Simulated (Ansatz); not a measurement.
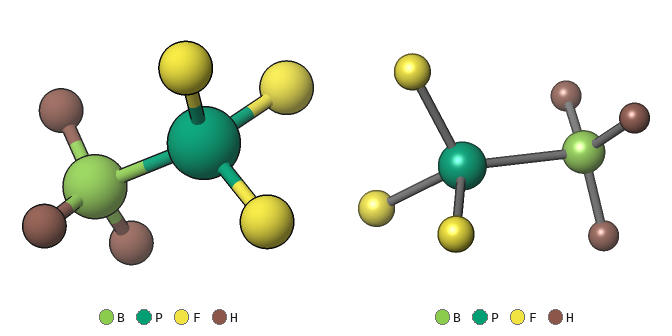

The same structure drawn twice, from different directions.

The geometry was computed by an optimisation with PBE0-D4/def2-TZVP.

Which formula does it have?

BF3H3P, 8 atoms: 1 boron, 3 fluorine, 3 hydrogen and 1 phosphorus.

Count the bonded pairs by element.

3 F–P, 3 B–H, 1 B–P.

Name functional groups in it.

Among them: B–H bond.

More results for the same structure follow; atom numbers are the same in all pictures, views and colours differ.

## Symmetry

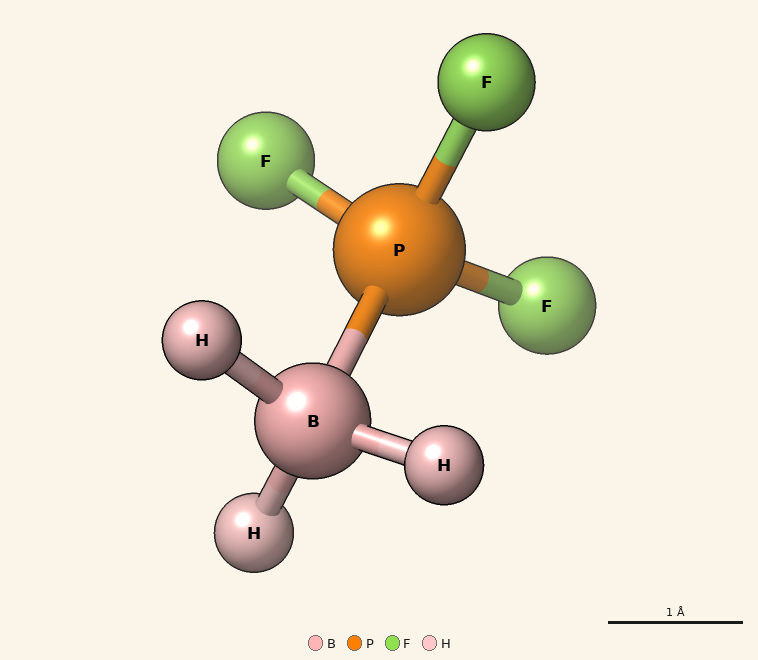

Depth is shown by fading: the farther an atom, the more it takes the colour of the background. Masses are those of the most abundant isotopes; constants are for the rigid equilibrium geometry.

Classify the rotor and give the rotational constants (GHz).

A prolate symmetric top (C3v): A = 4.58, B = C = 3.80 GHz.

## Thermal motion

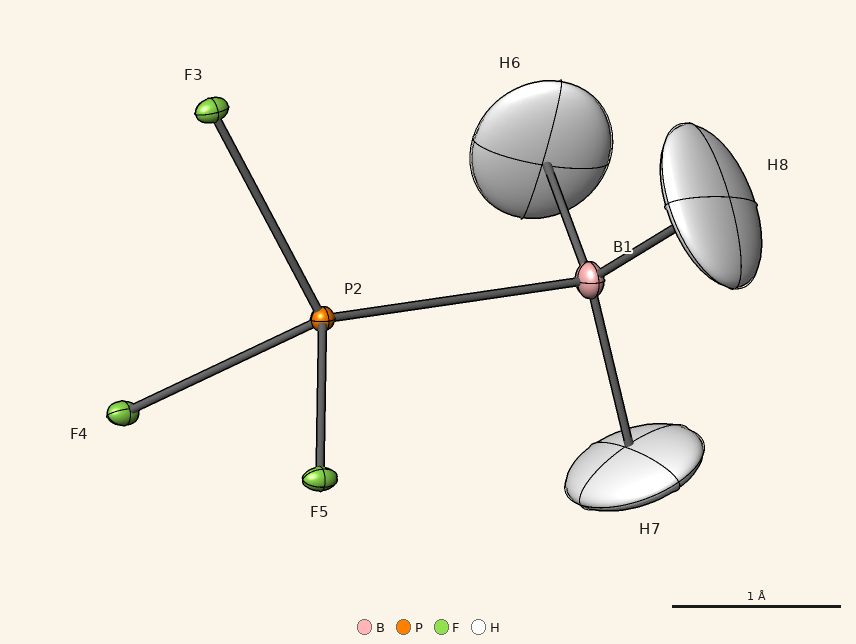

Displacement ellipsoids at the 50 % level, from the internal vibrations of the free molecule (harmonic, no overall translation or rotation; no half-axis is drawn under 0.075 Å). Vibrations computed with RKS PBE0-D4/def2-TZVP (Ansatz 0.2.0). Temperature: 400 K.

List U_eq and the three principal root-mean-square amplitudes for each kind of atom.

```
      atom  U_eq (Å²)   rms amplitudes (Å)
        B1     0.0044  0.053, 0.072, 0.072
        P2     0.0012  0.025, 0.038, 0.038
F3, F4, F5     0.0029  0.038, 0.046, 0.072
H6, H7, H8     0.0657  0.094, 0.269, 0.341
```

## Electronic properties

Method: RKS PBE0-D4/def2-TZVPP (Ansatz 0.2.0).

Give the HOMO–LUMO gap at this level.

9.87 eV.

What is the HOMO energy (Kohn–Sham orbital)?

−9.72 eV.

Estimate the dispersion correction.

−11.6 kJ/mol.

## Charges

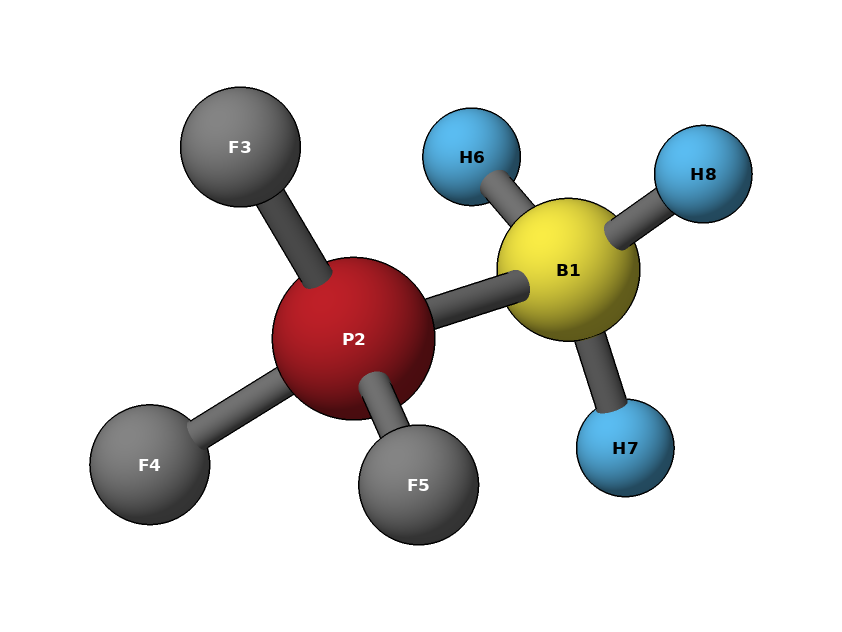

The questions are on Mulliken charges. Method: RKS PBE0-D4/def2-TZVP (Ansatz 0.2.0).

Give the Mulliken charges atom by atom.

| atom | value (e) |
| --- | --- |
| B1 | −0.45 |
| P2 | 0.93 |
| F3 | −0.19 |
| F4 | −0.19 |
| F5 | −0.19 |
| H6 | 0.03 |
| H7 | 0.03 |
| H8 | 0.03 |

Mulliken values depend strongly on the basis set and can even reverse the polarity of a bond.
